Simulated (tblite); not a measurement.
# Geometry relaxation of CH11NSi3 (part 3 of 3)

Continued. System: CH11NSi3. Method: GFN2-xTB geometry optimisation, gas phase (tblite 0.8.0). 

Geometry of the input (Å):
```
C  -2.8696  -0.2496  -0.4729
Si -1.4825  0.2311  0.6769
Si 0.3710  -0.9090  0.1611
N  1.4853  0.0422  -0.8600
Si 2.7699  0.8491  0.0661
H  -2.4809  -0.3936  -1.4858
H  -3.5457  0.6531  -0.4923
H  -3.4154  -1.1069  -0.0644
H  -1.2136  1.6444  0.4531
H  -1.9431  -0.0609  2.0464
H  0.9763  -1.4392  1.3750
H  -0.0923  -2.0532  -0.6683
H  1.9016  -0.6200  -1.5494
H  3.9071  -0.0396  0.3886
H  2.2954  1.5752  1.2453
H  3.3288  1.8859  -0.8309
```

## Trajectory as extended XYZ, continued
```
16
Properties=species:S:1:pos:R:3:forces:R:3 step=148 energy=-432.33629
C    -2.9458   -0.1299   -0.2945   -0.0220  -0.0070  -0.0110
Si   -1.2858    0.3181    0.5225   -0.0040   0.0110  -0.0020
Si    0.3726   -1.1842   -0.0390    0.0100   0.0080  -0.0310
N     1.7791   -0.3233   -0.6009    0.0080  -0.0210  -0.0180
Si    2.6754    0.9643    0.1275   -0.0210  -0.0170  -0.0170
H    -2.8799   -0.1088   -1.3792    0.0170  -0.0090   0.0090
H    -3.7315    0.5625   -0.0044    0.0160  -0.0070   0.0070
H    -3.2692   -1.1266   -0.0064    0.0060  -0.0050  -0.0050
H    -1.0048    1.7156    0.1591   -0.0060   0.0240  -0.0150
H    -1.5355    0.3414    1.9753    0.0040   0.0030   0.0220
H     0.7553   -2.0720    1.0766    0.0030  -0.0070   0.0060
H     0.0566   -2.0806   -1.1651    0.0020   0.0060   0.0010
H     2.2932   -0.8077   -1.3209   -0.0200   0.0190   0.0240
H     3.7486    0.4674    0.9978    0.0060  -0.0080   0.0040
H     1.7073    1.7280    0.9072   -0.0040   0.0220   0.0250
H     3.2568    1.7448   -0.9672    0.0060  -0.0120  -0.0010
16
Properties=species:S:1:pos:R:3:forces:R:3 step=156 energy=-432.33759
C    -2.9643   -0.1442   -0.2730    0.0030   0.0080   0.0020
Si   -1.2863    0.3270    0.4928    0.0070  -0.0030  -0.0030
Si    0.3716   -1.1766   -0.0696    0.0040   0.0150  -0.0100
N     1.7836   -0.3118   -0.6078    0.0100   0.0110   0.0010
Si    2.6801    0.9593    0.1484    0.0180  -0.0020  -0.0060
H    -2.9304   -0.1345   -1.3591    0.0140  -0.0130   0.0060
H    -3.7396    0.5519    0.0339   -0.0160  -0.0070  -0.0010
H    -3.2771   -1.1375    0.0370    0.0100  -0.0030  -0.0060
H    -1.0244    1.7198    0.0933   -0.0060   0.0000   0.0020
H    -1.5008    0.3687    1.9521    0.0060   0.0200   0.0020
H     0.7423   -2.0632    1.0502    0.0030  -0.0210   0.0160
H     0.0786   -2.0746   -1.1993   -0.0130   0.0070  -0.0100
H     2.3090   -0.7875   -1.3247   -0.0250  -0.0040   0.0060
H     3.7224    0.4435    1.0467   -0.0100  -0.0040  -0.0020
H     1.7193    1.7552    0.9069   -0.0080  -0.0080  -0.0050
H     3.3083    1.7135   -0.9392    0.0030   0.0040   0.0100
16
Properties=species:S:1:pos:R:3:forces:R:3 step=163 energy=-432.33948
C    -2.9860   -0.1642   -0.2178    0.0480  -0.0280  -0.0060
Si   -1.2735    0.3476    0.4434   -0.0390   0.0120  -0.0150
Si    0.3729   -1.1653   -0.1335   -0.0540  -0.0030  -0.0060
N     1.8018   -0.2980   -0.6205   -0.0300  -0.0400  -0.0050
Si    2.6833    0.9551    0.1822    0.0140  -0.0080   0.0140
H    -2.9901   -0.1917   -1.3046   -0.0330   0.0000   0.0180
H    -3.7625    0.5278    0.0989    0.0480  -0.0240  -0.0180
H    -3.2671   -1.1533    0.1341    0.0040   0.0060  -0.0010
H    -1.0626    1.7255   -0.0318    0.0190   0.0000   0.0050
H    -1.4046    0.4518    1.9083   -0.0090   0.0230   0.0180
H     0.7058   -2.0816    0.9767    0.0090  -0.0100  -0.0100
H     0.0894   -2.0396   -1.2890    0.0100   0.0550   0.0380
H     2.3412   -0.7817   -1.3212    0.0230   0.0310   0.0010
H     3.6394    0.4245    1.1653   -0.0040  -0.0040  -0.0240
H     1.6963    1.7844    0.8713    0.0060  -0.0110  -0.0390
H     3.4087    1.6678   -0.8731   -0.0100   0.0020   0.0320
16
Properties=species:S:1:pos:R:3:forces:R:3 step=170 energy=-432.34429
C    -2.9829   -0.2007   -0.1617    0.0010  -0.0180  -0.0080
Si   -1.2632    0.3826    0.4117   -0.0220   0.0210  -0.0300
Si    0.3530   -1.1443   -0.1934    0.0390  -0.0150   0.0470
N     1.8094   -0.2934   -0.6219    0.0290  -0.0030  -0.0230
Si    2.6802    0.9423    0.2168   -0.0060   0.0260   0.0210
H    -3.0189   -0.2883   -1.2447   -0.0040  -0.0230   0.0050
H    -3.7653    0.4936    0.1300    0.0200   0.0040   0.0320
H    -3.2372   -1.1727    0.2530    0.0170   0.0150  -0.0010
H    -1.1033    1.7373   -0.1422    0.0210   0.0070   0.0010
H    -1.3030    0.5627    1.8739   -0.0530   0.0140   0.0180
H     0.6495   -2.1226    0.8780   -0.0070   0.0210  -0.0430
H     0.0777   -1.9479   -1.3943   -0.0230  -0.0190  -0.0220
H     2.3730   -0.7747   -1.3050   -0.0090  -0.0060  -0.0040
H     3.5455    0.3941    1.2700   -0.0020   0.0000   0.0000
H     1.6726    1.8221    0.8053    0.0110  -0.0080  -0.0010
H     3.5054    1.6191   -0.7870   -0.0110  -0.0150   0.0090
16
Properties=species:S:1:pos:R:3:forces:R:3 step=177 energy=-432.34962
C    -2.9822   -0.2537   -0.0807   -0.0090  -0.0220   0.0100
Si   -1.2560    0.4356    0.3328   -0.0290   0.0430   0.0460
Si    0.3408   -1.1027   -0.2792    0.0040  -0.0160  -0.0270
N     1.8325   -0.2754   -0.6268   -0.0250  -0.0390   0.0030
Si    2.6905    0.9253    0.2760   -0.0140   0.0050  -0.0130
H    -3.1149   -0.3900   -1.1518    0.0230   0.0140   0.0420
H    -3.7662    0.4145    0.2632   -0.0090  -0.0130  -0.0070
H    -3.1457   -1.2208    0.3905    0.0120   0.0500  -0.0070
H    -1.1493    1.7435   -0.3377   -0.0180  -0.0100   0.0180
H    -1.2418    0.7350    1.7812   -0.0190  -0.0070  -0.0740
H     0.5707   -2.1543    0.7326    0.0200   0.0010   0.0070
H     0.0502   -1.8305   -1.5279    0.0260   0.0030   0.0010
H     2.4109   -0.7718   -1.2857    0.0370   0.0210  -0.0060
H     3.4189    0.3475    1.4142   -0.0170   0.0120   0.0000
H     1.6868    1.8811    0.7445    0.0280  -0.0370   0.0010
H     3.6472    1.5255   -0.6567   -0.0100  -0.0070   0.0060
16
Properties=species:S:1:pos:R:3:forces:R:3 step=184 energy=-432.35177
C    -2.9833   -0.2724   -0.0506   -0.0080  -0.0070  -0.0100
Si   -1.2617    0.4586    0.3044   -0.0150  -0.0250  -0.0090
Si    0.3374   -1.0846   -0.3103   -0.0030   0.0120   0.0020
N     1.8345   -0.2626   -0.6433    0.0260   0.0000  -0.0130
Si    2.6978    0.9050    0.2958    0.0080   0.0060   0.0110
H    -3.1341   -0.4332   -1.1151    0.0080  -0.0020   0.0160
H    -3.7757    0.3847    0.2942   -0.0050   0.0030   0.0040
H    -3.1156   -1.2316    0.4441    0.0080   0.0250  -0.0020
H    -1.1951    1.7518   -0.3956   -0.0030   0.0080  -0.0150
H    -1.2339    0.8017    1.7375    0.0070  -0.0060   0.0160
H     0.5717   -2.1331    0.7041   -0.0050  -0.0060   0.0020
H     0.0564   -1.8094   -1.5627    0.0160   0.0050   0.0060
H     2.4138   -0.7353   -1.3188   -0.0040  -0.0070  -0.0030
H     3.3724    0.3094    1.4578   -0.0090  -0.0080  -0.0100
H     1.7065    1.8782    0.7487   -0.0010   0.0030  -0.0030
H     3.7012    1.4818   -0.6016   -0.0200  -0.0020   0.0060
16
Properties=species:S:1:pos:R:3:forces:R:3 step=191 energy=-432.35265
C    -2.9860   -0.2777   -0.0322    0.0040   0.0050   0.0040
Si   -1.2605    0.4594    0.2898   -0.0130   0.0060  -0.0160
Si    0.3433   -1.0761   -0.3316    0.0070  -0.0060   0.0110
N     1.8405   -0.2509   -0.6577   -0.0120  -0.0110   0.0040
Si    2.6940    0.9002    0.3096   -0.0040  -0.0040  -0.0100
H    -3.1383   -0.4820   -1.0887    0.0020  -0.0100   0.0100
H    -3.7748    0.3975    0.2856    0.0020  -0.0020   0.0040
H    -3.1209   -1.2135    0.5045    0.0020   0.0170  -0.0130
H    -1.2084    1.7449   -0.4288   -0.0040  -0.0090   0.0060
H    -1.2145    0.8154    1.7202    0.0060  -0.0010  -0.0010
H     0.5721   -2.1264    0.6839   -0.0010   0.0040  -0.0140
H     0.0741   -1.7977   -1.5875    0.0060  -0.0010   0.0000
H     2.4222   -0.7153   -1.3365   -0.0020  -0.0080  -0.0040
H     3.3257    0.2837    1.4838    0.0040   0.0040   0.0000
H     1.7008    1.8824    0.7388    0.0090   0.0080   0.0050
H     3.7232    1.4651   -0.5647   -0.0050   0.0080   0.0140
16
Properties=species:S:1:pos:R:3:forces:R:3 step=198 energy=-432.35325
C    -2.9866   -0.2910    0.0024    0.0030  -0.0020   0.0010
Si   -1.2615    0.4707    0.2594   -0.0060   0.0110  -0.0130
Si    0.3394   -1.0643   -0.3693    0.0160   0.0040  -0.0050
N     1.8492   -0.2472   -0.6581   -0.0080  -0.0030   0.0040
Si    2.6939    0.8923    0.3313   -0.0060   0.0000   0.0110
H    -3.1552   -0.5482   -1.0402   -0.0020   0.0020   0.0210
H    -3.7760    0.3916    0.3034    0.0100  -0.0070  -0.0050
H    -3.1017   -1.2006    0.5856   -0.0090   0.0000  -0.0080
H    -1.2459    1.7373   -0.4928    0.0060  -0.0020   0.0020
H    -1.1791    0.8619    1.6784    0.0020   0.0040   0.0050
H     0.5481   -2.1412    0.6214   -0.0030   0.0000  -0.0020
H     0.0804   -1.7535   -1.6453    0.0040  -0.0050  -0.0030
H     2.4375   -0.7091   -1.3332   -0.0040   0.0020   0.0080
H     3.2661    0.2698    1.5340   -0.0050   0.0110  -0.0220
H     1.7174    1.9098    0.7179    0.0030  -0.0130   0.0010
H     3.7664    1.4308   -0.5065    0.0000  -0.0040   0.0060
16
Properties=species:S:1:pos:R:3:forces:R:3 step=205 energy=-432.35360
C    -2.9817   -0.2927    0.0291    0.0010   0.0010  -0.0020
Si   -1.2535    0.4757    0.2405   -0.0030  -0.0010  -0.0010
Si    0.3369   -1.0647   -0.4026    0.0060   0.0000  -0.0010
N     1.8580   -0.2570   -0.6529   -0.0060   0.0010   0.0050
Si    2.6794    0.8944    0.3421    0.0000   0.0030   0.0020
H    -3.1643   -0.5795   -1.0028   -0.0020  -0.0020  -0.0030
H    -3.7676    0.3979    0.3196    0.0060   0.0060   0.0030
H    -3.0911   -1.1853    0.6388    0.0010  -0.0030  -0.0010
H    -1.2487    1.7333   -0.5266   -0.0040  -0.0040  -0.0020
H    -1.1465    0.8850    1.6530    0.0040   0.0020   0.0010
H     0.5220   -2.1652    0.5667   -0.0030   0.0000   0.0030
H     0.0927   -1.7270   -1.6959   -0.0040  -0.0010  -0.0020
H     2.4638   -0.7322   -1.3027    0.0040   0.0030   0.0020
H     3.2186    0.2904    1.5679   -0.0010  -0.0020  -0.0040
H     1.6971    1.9203    0.6872   -0.0020  -0.0060   0.0010
H     3.7774    1.4155   -0.4728    0.0020   0.0020  -0.0010
```

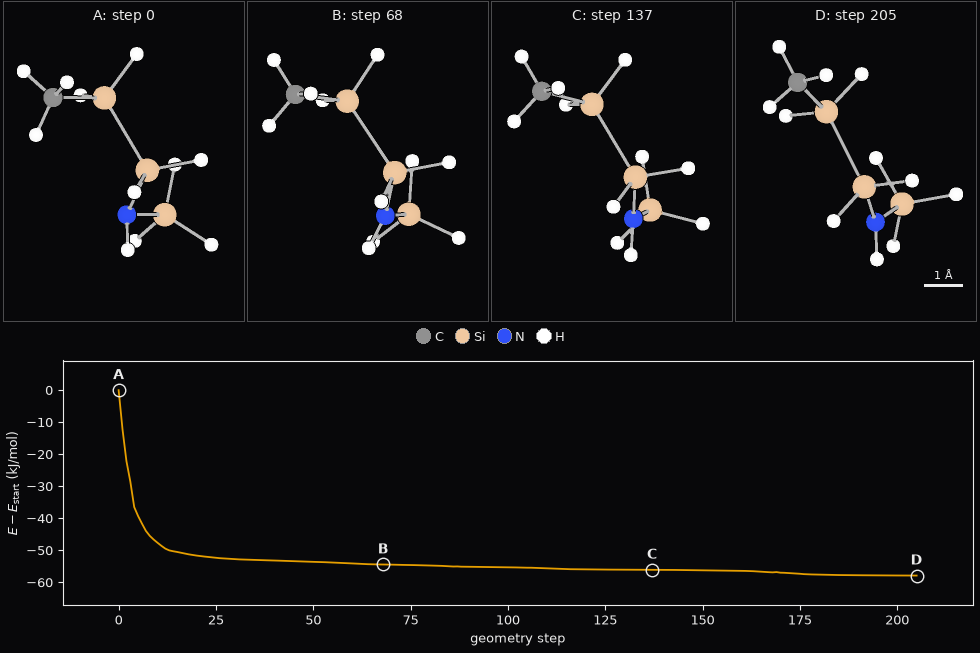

**Figure 1.** Frames of the relaxation (ball-and-stick view, seen at a tilt) above the curves, on which the letters mark them (steps are counted from 0).

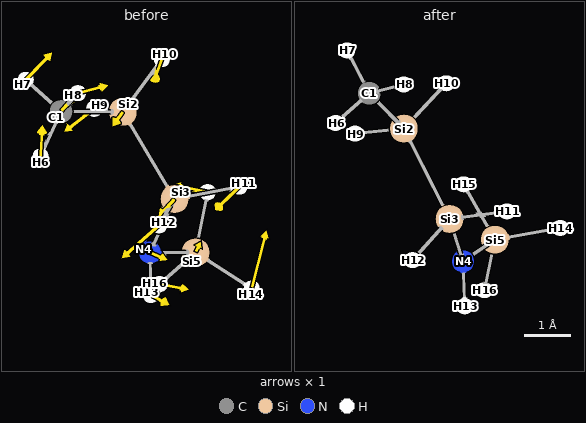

**Figure 2.** Before (left) and after (right) the relaxation, at one scale (ball-and-stick view, seen at a tilt). The yellow arrows give the displacements, at true length. H14 moves most after the best rigid fit: 1.38 Å. By element the largest moves are H 1.38 Å, Si 0.63 Å, C 0.53 Å, N 0.48 Å. Among the contacts that change: Si2–Si3 2.236 → 2.306 Å, N4–Si5 1.777 → 1.729 Å, Si3–N4 1.786 → 1.740 Å, C1–H7 1.128 → 1.086 Å. Among the angles that change: Si3–N4–Si5 113.3° → 129.9°, Si2–Si3–H12 105.2° → 115.5°, H9–Si2–H10 113.1° → 105.2°. The energy falls by 57.9 kJ/mol in 205 geometry steps. Largest force component: 1.3 eV/Å at the start, 0.006 eV/Å at the end. (Atoms are counted from 1 in the order of the input.)

## Summary

- outcome: converged
- total energy: −432.3536 eV
- hardware: 1 CPU thread, shared host
- wall time: 1.2 s
- peak memory: 0.18 GiB
